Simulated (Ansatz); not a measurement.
# One shape, several levels: BH3Cl− (SMILES [H][B-]([H])([H])Cl)

Wanted: a comparison of 6 runs (PBE/STO-3G, UB3LYP/STO-3G, UPBE0/STO-3G, wB97M-V/STO-3G, MP2/STO-3G, BCCD(T)/STO-3G) of BH3Cl−. 

The calculation is run with Ansatz 0.2.0.

6 further runs of the same task are left out: 6 that didn't finish.

**1. The structure to begin with**

BH3Cl− has 5 atoms, charge -1, and is taken as a singlet. SMILES: `[H][B-]([H])([H])Cl`. The H3–B1 distance was set to 2.414 Å, away from the relaxed value. At this shape a bond of the SMILES string is far longer than usual.

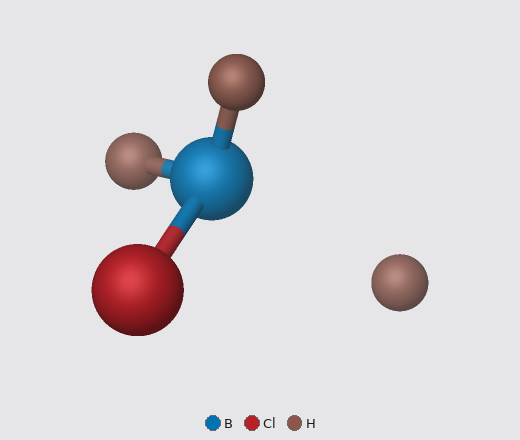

Viewed from a chosen angle; boron blue, chlorine red, hydrogen brown.

**2. The energy at PBE/STO-3G (run 1)**

Input file run.yaml:

```yaml
crystal:
  periodic: [false, false, false]
  atoms:
    - {symbol: B, position_ang: [-1.154908, -0.008120, 0.188235]}
    - {symbol: Cl, position_ang: [-1.140028, -0.030890, 2.062575]}
    - {symbol: H, position_ang: [1.152300, 0.011380, -0.522240]}
    - {symbol: H, position_ang: [-1.740268, 0.995950, -0.141755]}
    - {symbol: H, position_ang: [-1.731608, -1.007330, -0.165835]}
basis:
  gaussian:
    orbitals: STO-3G
total_charge: -1
hamiltonian:
  xc: pbe
accuracy: high
```

Started as:

```sh
$ ansatz run run.yaml --threads 1 --pin off --max-ram 2610MiB --events-out events.jsonl --progress --plain --runs-dir runs
```

The log of the run:

```text
Warning: RAYON_NUM_THREADS=1 ignored (pool sized by the plan → 1); use --threads N
Functional definition: PBE
  name "PBE"
  parameter kappa = 0.804
  parameter beta = 0.06672455060314922
  exchange = pbe_x(kappa = kappa, mu = beta*pi^2/3)
  correlation = pbe_c(beta = beta)
281 factors; integrals over basis functions are off by at most 2.7e-8 eV
mean field evaluation 1: about -13086.4992 eV, gradient 2.1e1 eV
mean field evaluation 2: about -13069.4558 eV, gradient 4.3e1 eV
mean field evaluation 4: about -13090.5083 eV, gradient 8.3e0 eV
mean field evaluation 8: about -13090.7666 eV, gradient 4.1e0 eV
mean field evaluation 16: about -13090.8650 eV, gradient 2.3e-8 eV
mean field -13090.86495377 eV, -481.0804137442 hartree, gradient 2.2e-8 eV, S^2 0.000000; 0 other end points of the search recorded, 0 dependent functions left out
reference -13090.86495553 eV, -481.0804138089 hartree; 13, 13 occupied and 4, 4 virtual orbitals, 281 factors
Total energy: -13090.86495553 eV, -481.0804138089 hartree
```

It took 2 s on 1 thread of Intel Xeon Platinum 8259CL at 2.50GHz (Skylake/Cascade Lake), shared host; peak memory 0.11 GiB.

**3. A single-point energy at UB3LYP/STO-3G (run 2)**

Input file in.yaml:

```yaml
basis:
  gaussian:
    orbitals: STO-3G
crystal:
  periodic: [false, false, false]
  atoms:
    - {symbol: B, position_ang: [-1.154908, -0.008120, 0.188235]}
    - {symbol: Cl, position_ang: [-1.140028, -0.030890, 2.062575]}
    - {symbol: H, position_ang: [1.152300, 0.011380, -0.522240]}
    - {symbol: H, position_ang: [-1.740268, 0.995950, -0.141755]}
    - {symbol: H, position_ang: [-1.731608, -1.007330, -0.165835]}
total_charge: -1
magnetization:
  spin_polarized: true
hamiltonian:
  xc: {name: B3LYP}
accuracy: high
```

Started as:

```sh
$ ansatz run in.yaml --threads 1 --pin off --max-ram 2610MiB --events-out events.jsonl --progress --plain --runs-dir runs
```

The log of the run:

```text
Warning: RAYON_NUM_THREADS=1 ignored (pool sized by the plan → 1); use --threads N
Functional definition: B3LYP
  name "B3LYP"
  parameter a0 = 0.2
  parameter ax = 0.72
  parameter ac = 0.81
  exchange = (1 - a0 - ax)*slater_x + ax*b88_x + a0*exact_x
  correlation = (1 - ac)*vwn_rpa_c + ac*lyp_c
281 factors; integrals over basis functions are off by at most 2.7e-8 eV
mean field evaluation 1: about -13093.6843 eV, gradient 1.5e1 eV
mean field evaluation 2: about -13079.4146 eV, gradient 3.0e1 eV
mean field evaluation 4: about -13097.7562 eV, gradient 2.4e0 eV
mean field evaluation 8: about -13097.7796 eV, gradient 6.7e-2 eV
mean field evaluation 16: about -13097.7797 eV, gradient 4.4e-7 eV
mean field evaluation 32: about -13088.3974 eV, gradient 1.7e1 eV
mean field -13097.87246382 eV, -481.3379349885 hartree, gradient 1.8e-8 eV, S^2 0.302950; 2 other end points of the search recorded, 0 dependent functions left out
reference -13097.87249086 eV, -481.3379359822 hartree; 13, 13 occupied and 4, 4 virtual orbitals, 281 factors
Total energy: -13097.87249086 eV, -481.3379359822 hartree
```

It took 5.1 s on 1 thread of Intel Xeon Platinum 8259CL at 2.50GHz (Skylake/Cascade Lake), shared host; peak memory 0.14 GiB.

Runs 3 to 5 aren't shown in full; the table further down has their settings and results.

**4. The energy at BCCD(T)/STO-3G (run 6)**

run.yaml: that of step 2 with these lines changed.

```diff
@@ -9,7 +9,6 @@
 basis:
-  gaussian:
-    orbitals: STO-3G
+  gaussian: {orbitals: STO-3G}
 total_charge: -1
-hamiltonian:
-  xc: pbe
+correlation: {method: bccd_t, frozen_orbitals: {B: 1, Cl: 5, H: 0}}
 accuracy: high
+scf: {omitted_lower_state_checks: [cluster_reference, increment]}
```

Started as:

```sh
$ ansatz run run.yaml --threads 1 --pin off --max-ram 2610MiB --events-out events.jsonl --progress --plain --runs-dir runs
```

The log of the run (excerpt; [...] marks lines left out):

```text
Warning: RAYON_NUM_THREADS=1 ignored (pool sized by the plan → 1); use --threads N
Functional definition: HF
  name "HF"
[...]
281 factors; integrals over basis functions are off by at most 2.7e-8 eV
[...]
mean field -13072.79941749 eV, -480.4165175310 hartree, gradient 4.3e-9 eV, S^2 0.000000; 0 other end points of the search recorded, 0 dependent functions left out; unrestricted orbitals would lower it
6 core orbitals not correlated: weight in the atoms' cores, before any rotation towards them, 1.000 or more for the frozen orbitals, at most 0.000 for the correlated occupied ones
reference -13072.79941749 eV, -480.4165175310 hartree; 7, 7 occupied and 4, 4 virtual orbitals, 281 factors
second order -2.19221495 eV of doubles, -0.00000000 eV of singles
cycle   1  -2.55723908 eV  change   -6.5e-1 eV  update   1.2e-1
[...]
cycle  21  -3.37402409 eV  change  -8.0e-10 eV  update  1.9e-10
perturbative correction -0.06921841 eV, -0.0025437296 hartree
WARN: these amplitudes may be one of several solutions (largest doubles amplitude 0.39, level shift 2.59 eV)
Total energy: -13076.24265999 eV, -480.5430543590 hartree
Checks for a lower state left out: cluster_reference, increment
```

Run time: 0.35 s. Hardware: 1 thread of Intel Xeon Platinum 8259CL at 2.50GHz (Skylake/Cascade Lake), shared host.

**5. Overview of the runs**

```
run           level  frozen core orbitals  energy (Eh)  wall time
  1      PBE/STO-3G                     –  -481.080414        2 s
  2   UB3LYP/STO-3G                     –  -481.337936      5.1 s
  3    UPBE0/STO-3G                     –  -481.153407      4.8 s
  4  wB97M-V/STO-3G                     –  -481.344997       15 s
  5      MP2/STO-3G                     6  -480.497080     0.37 s
  6  BCCD(T)/STO-3G                     6  -480.543054     0.35 s
```

**6. What came out**

| quantity | value |
| --- | --- |
| run 6: total energy | -480.54305 Eh |
| run 6: correlation energy (6 core orbitals frozen) | -126.5 mEh |
| run 6: (T) correction | -2.54 mEh |

**Reading.** Totals of different functionals can't be ranked against each other. In runs 5, 6 the log says that unrestricted orbitals would lower the reference, so the values rest on an unstable closed-shell determinant (other closed-shell runs at this shape may share the fault). In runs 1, 2, 3, 4, 5, 6 the basis is minimal, so the values are rough. Spin contamination of the reference: run 3 ⟨S²⟩ = 0.39, run 2 ⟨S²⟩ = 0.30. All runs together took 28 s, the longest 15 s.
